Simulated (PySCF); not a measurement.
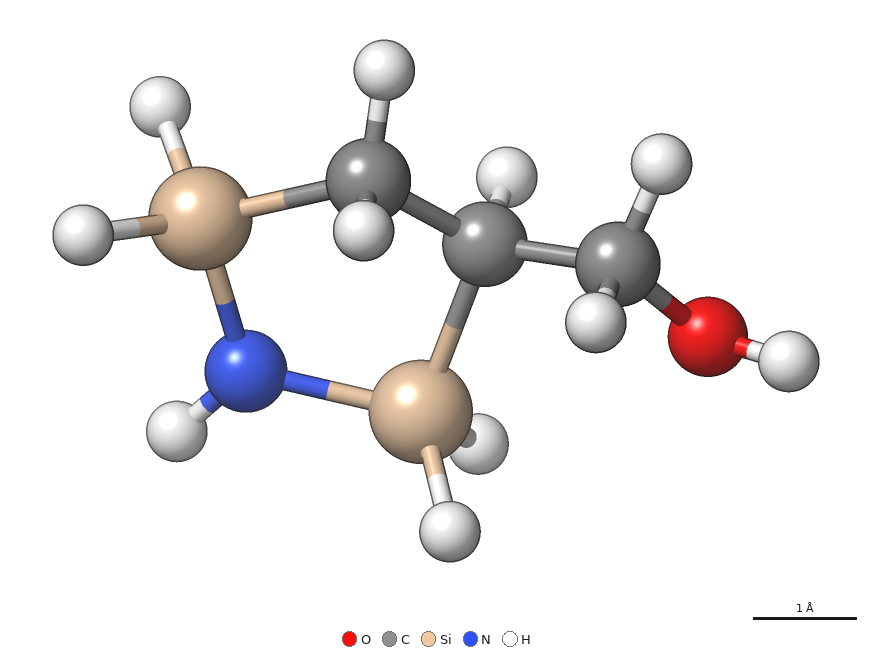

Rendered structure (ball-and-stick style).

What does the picture show?

The molecule is C₃H₁₁NOSi₂. SMILES: `OC[C@@H]1C[SiH2]N[SiH2]1`. Independent rings (smallest set): 1 of 5 members. Among its groups: alcohol, Si–H bond, Si–N bond. The point group is C1. Coordination: 1 O bent; 3 C tetrahedral; 2 Si tetrahedral; 1 N trigonal planar.

The parts below concern this one geometry. Atoms keep their numbers from picture to picture. The geometry was computed by an optimisation with PBE0-D3(BJ)/def2-SVP. No frequency run is at hand to confirm it as a minimum.

## Geometry

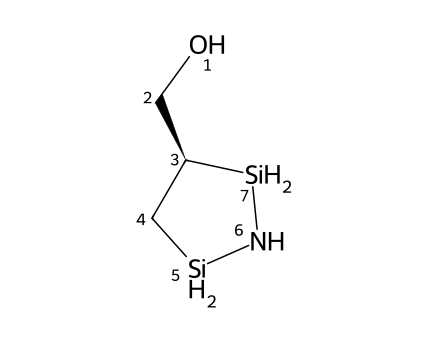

Skeletal drawing with numbered atoms; wedges and dashes mark any stereocentres. The configuration is that of a computed structure (PBE0-D3(BJ)/def2-SVP).

> Assign CIP descriptors.

C3: R.

## Bond orders

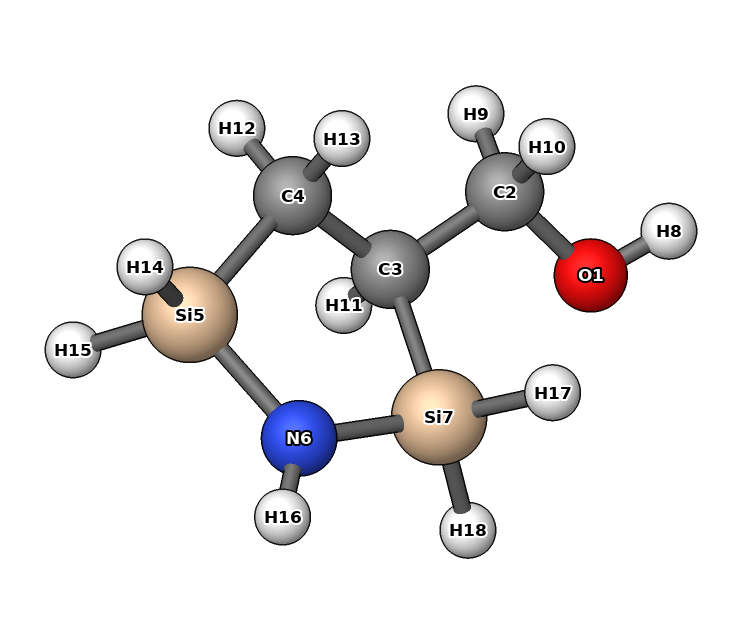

The thickness of each stick grows with its Mayer bond order. No frequency run is at hand to confirm it as a minimum. Method: PBE0/pcSseg-1 (PySCF 2.14.0).

List the Mayer bond orders of O1–C2, C2–C3, C3–C4, C3–Si7, C4–Si5, Si5–N6, N6–Si7 (bonds between heavy atoms, one of each equivalent set).

```json
{"bond": "O1–C2", "Mayer order": "0.97", "length (Å)": "1.407"}
{"bond": "C2–C3", "Mayer order": "1.02", "length (Å)": "1.515"}
{"bond": "C3–C4", "Mayer order": "1.00", "length (Å)": "1.538"}
{"bond": "C3–Si7", "Mayer order": "0.86", "length (Å)": "1.905"}
{"bond": "C4–Si5", "Mayer order": "0.91", "length (Å)": "1.893"}
{"bond": "Si5–N6", "Mayer order": "0.98", "length (Å)": "1.741"}
{"bond": "N6–Si7", "Mayer order": "0.95", "length (Å)": "1.751"}
```

## Excitation

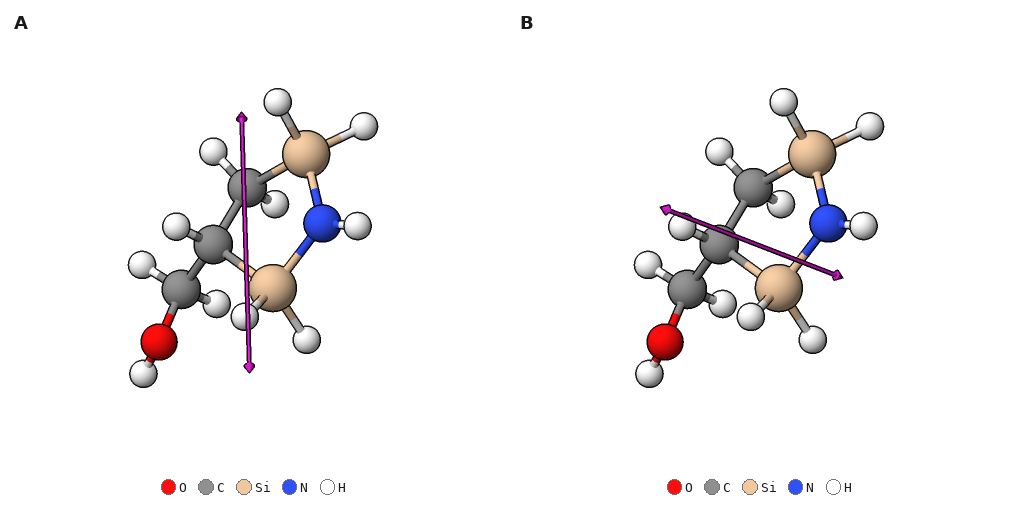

The double arrows show the directions of two transition dipoles from the ground state (lengths mean nothing). No frequency run is at hand to confirm it as a minimum. Properties computed with TDDFT PBE0/def2-SVPD, vertical, IEF-PCM benzene (non-equilibrium linear response), core orbitals frozen in the response (PySCF 2.14.0).

> One belongs to singlet state 2 and one to singlet state 5. Which is which?

A: state 5, 7.14 eV (174 nm), oscillator strength 0.022, of mixed character, with the largest part HOMO−1 → LUMO+1 (weight 0.43).
B: state 2, 6.51 eV (191 nm), oscillator strength 0.020, mainly HOMO → LUMO+1 (weight 0.70).

## Ring current

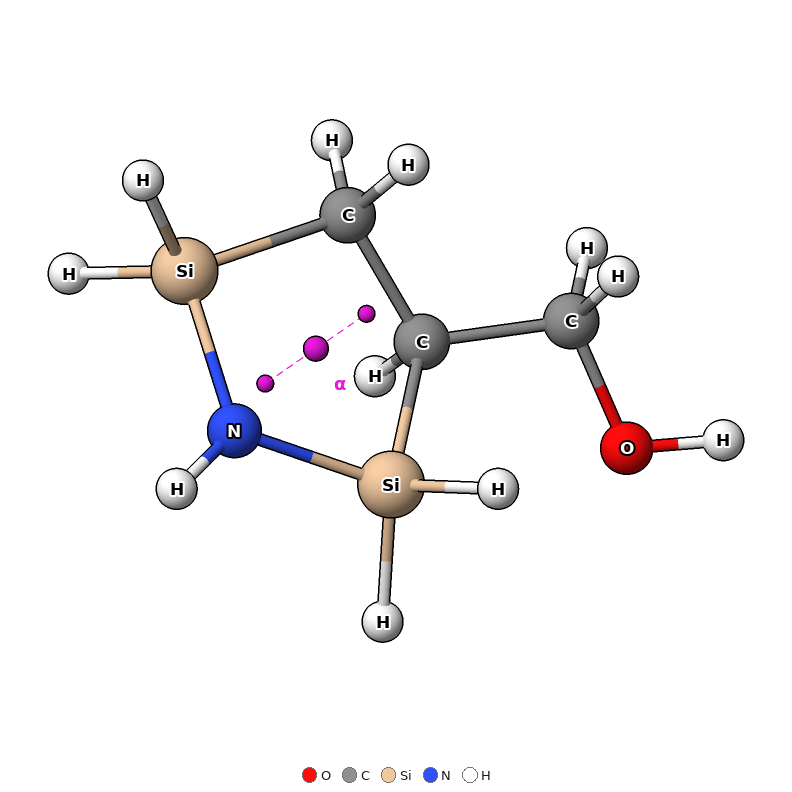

The small points mark where nucleus-independent chemical shifts (NICS) were computed: at the centre of each lettered ring and 1 Å above and below it. No frequency run is at hand to confirm it as a minimum. Level of theory: GIAO PBE0/pcSseg-1 NMR shielding, non-relativistic, gas phase (PySCF 2.14.0).

Give NICS(0), NICS(1) and the out-of-plane component NICS(1)zz for each ring (means of the two sides).

```tsv
ring	members	NICS(0)	NICS(1)	NICS(1)zz
α	C2NSi2	−5.4	−3.0	−0.7
```

Values in ppm.

> What do the values say about the ring currents?

Ring α: weak, as in a non-aromatic ring. NICS is one index among several.

## NMR shielding

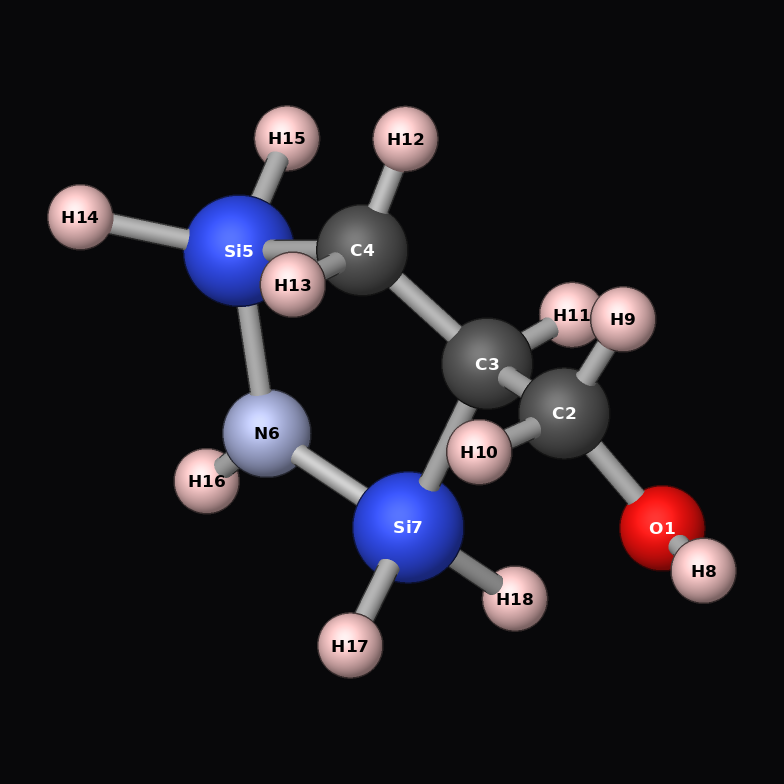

No frequency run is at hand to confirm it as a minimum. Method: GIAO CAM-B3LYP/pcSseg-1 NMR shielding, non-relativistic, gas phase (PySCF 2.14.0). Principal shieldings σ11 ≤ σ22 ≤ σ33, span Ω = σ33 − σ11, skew κ = 3(σiso − σ22)/Ω.

Give the shielding tensors of the N atoms.

```csv
atom,σ11,σ22,σ33,σiso,Ω,κ
N6,227.4,240.1,298.0,255.2,70.6,0.64
```

Shieldings and span in ppm.
